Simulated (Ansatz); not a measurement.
# What a change does: single-point calculation on SiH₄SOF₂

System: SiH₄SOF₂.
Method of the first run: RKS B3LYP-D4/6-31G (Ansatz 0.2.0).

The geometry comes from this level: PBE0-D4/def2-TZVP. Text and figures count atoms from 1; the logs count them from 0 in places.

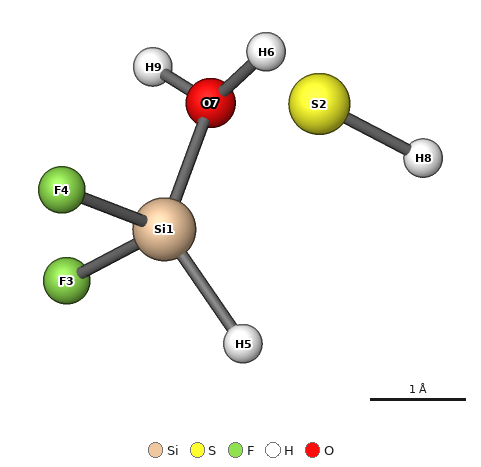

Figure 1. The input geometry (ball-and-stick view, seen at a tilt; atoms are numbered from 1 in the order of the input).

**The input, the first run**
```yaml
crystal:
  periodic: [false, false, false]
  atoms:
    - {symbol: Si, position_ang: [-0.135578, 0.797338, -0.058526]}
    - {symbol: S, position_ang: [1.384941, -0.754758, 1.094522]}
    - {symbol: F, position_ang: [-1.238070, 1.458061, -1.045033]}
    - {symbol: F, position_ang: [1.157614, 1.467892, -0.697439]}
    - {symbol: H, position_ang: [-0.688952, 1.244006, 1.225022]}
    - {symbol: H, position_ang: [0.343869, -1.318743, -0.211581]}
    - {symbol: O, position_ang: [-0.511584, -0.813208, -0.712539]}
    - {symbol: H, position_ang: [0.502113, -1.146414, 2.028273]}
    - {symbol: H, position_ang: [-0.814153, -0.934274, -1.622599]}
basis:
  gaussian: {orbitals: 6-31G}
hamiltonian: {xc: {name: B3LYP}, dispersion: d4}
```

Command:
```bash
ansatz run in.yaml --threads 4 --pin off --events-out ev --progress --plain --max-ram 9574MiB
```

Hardware: 4 threads of Arm Neoverse V1, 23 GiB of memory available, shared host.

**Output (the first run)**
```
Functional definition: B3LYP
  parameter a0 = 0.2
  parameter ax = 0.72
  parameter ac = 0.81
  exchange = (1 - a0 - ax)*slater_x + ax*b88_x + a0*exact_x
  correlation = (1 - ac)*vwn_rpa_c + ac*lyp_c
635 factors; integrals over basis functions are off by at most 2.7e-4 eV
mean field evaluation 1: about -26251.4320 eV, gradient 5.9e1 eV
mean field evaluation 2: about -26245.9314 eV, gradient 8.5e1 eV
mean field evaluation 4: about -26257.2883 eV, gradient 2.1e0 eV
mean field evaluation 8: about -26257.4304 eV, gradient 1.8e-1 eV
mean field evaluation 16: about -26257.4305 eV, gradient 5.4e-5 eV
mean field -26257.43045108 eV, -964.9427711517 hartree, gradient 5.4e-5 eV, S^2 0.000000; 0 other end points of the search recorded, 0 dependent functions left out
reference -26257.43069335 eV, -964.9427800548 hartree; 30, 30 occupied and 31, 31 virtual orbitals, 635 factors
Total energy: -26257.75111720 eV, -964.9545554143 hartree
```

For the second run the input was changed thus:
```diff
-    - {symbol: Si, position_ang: [-0.135578, 0.797338, -0.058526]}
-    - {symbol: S, position_ang: [1.384941, -0.754758, 1.094522]}
-    - {symbol: F, position_ang: [-1.238070, 1.458061, -1.045033]}
-    - {symbol: F, position_ang: [1.157614, 1.467892, -0.697439]}
-    - {symbol: H, position_ang: [-0.688952, 1.244006, 1.225022]}
-    - {symbol: H, position_ang: [0.343869, -1.318743, -0.211581]}
-    - {symbol: O, position_ang: [-0.511584, -0.813208, -0.712539]}
-    - {symbol: H, position_ang: [0.502113, -1.146414, 2.028273]}
-    - {symbol: H, position_ang: [-0.814153, -0.934274, -1.622599]}
+    - {symbol: Si, position_ang: [-0.003502, 0.837933, 0.454076]}
+    - {symbol: S, position_ang: [0.329241, -0.926585, 1.546354]}
+    - {symbol: F, position_ang: [-1.414438, 0.867545, -0.280048]}
+    - {symbol: F, position_ang: [1.085198, 1.093000, -0.677406]}
+    - {symbol: H, position_ang: [0.034936, 2.003438, 1.356252]}
+    - {symbol: H, position_ang: [0.558889, -1.056146, -1.979857]}
+    - {symbol: O, position_ang: [-0.091645, -1.405930, -1.365141]}
+    - {symbol: H, position_ang: [0.448973, -0.226246, 2.689375]}
+    - {symbol: H, position_ang: [-0.947451, -1.187109, -1.743504]}
```

Predict how the results change.

With the same method and basis, the second run lies 12.5 kcal/mol lower.

**Output (the second run)**
```
Functional definition: B3LYP
  parameter a0 = 0.2
  parameter ax = 0.72
  parameter ac = 0.81
  exchange = (1 - a0 - ax)*slater_x + ax*b88_x + a0*exact_x
  correlation = (1 - ac)*vwn_rpa_c + ac*lyp_c
635 factors; integrals over basis functions are off by at most 2.9e-4 eV
mean field evaluation 1: about -26250.9811 eV, gradient 6.3e1 eV
mean field evaluation 2: about -26242.2533 eV, gradient 9.6e1 eV
mean field evaluation 4: about -26257.8160 eV, gradient 2.4e0 eV
mean field evaluation 8: about -26257.9697 eV, gradient 1.4e-1 eV
mean field evaluation 16: about -26257.9697 eV, gradient 5.2e-5 eV
mean field -26257.96974670 eV, -964.9625899000 hartree, gradient 3.9e-6 eV, S^2 0.000000; 0 other end points of the search recorded, 0 dependent functions left out
reference -26257.96999409 eV, -964.9625989913 hartree; 30, 30 occupied and 31, 31 virtual orbitals, 635 factors
Total energy: -26258.29261614 eV, -964.9744551331 hartree
```

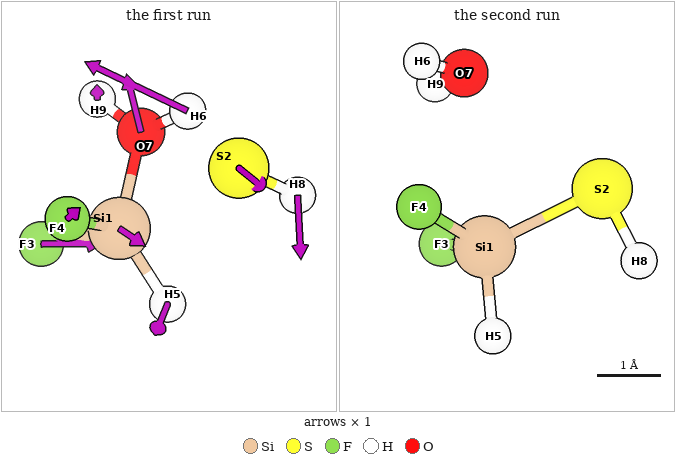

Figure 2. The two input geometries at one scale (ball-and-stick view, seen at a tilt). The pink arrows on the first give the shifts of the atoms after the best rigid fit, at true length. The atom that moves furthest after the best rigid fit is H6 (1.85 Å). Largest moves by element: H 1.85 Å, S 1.13 Å, F 1.03 Å, O 1.00 Å, Si 0.55 Å. Among the contacts that change: Si1–O7 1.778 → 2.890 Å, Si1–S2 2.460 → 2.102 Å, H6–O7 1.113 → 0.961 Å, Si1–F3 1.620 → 1.591 Å.

**The two runs side by side**

| quantity | the first run | the second run |
| --- | --- | --- |
| outcome | converged | converged |
| total energy (hartree) | −964.954555 | −964.974455 |
| basis functions | 61 | 61 |
| wall time (shared host) | 0.75 s | 0.8 s |
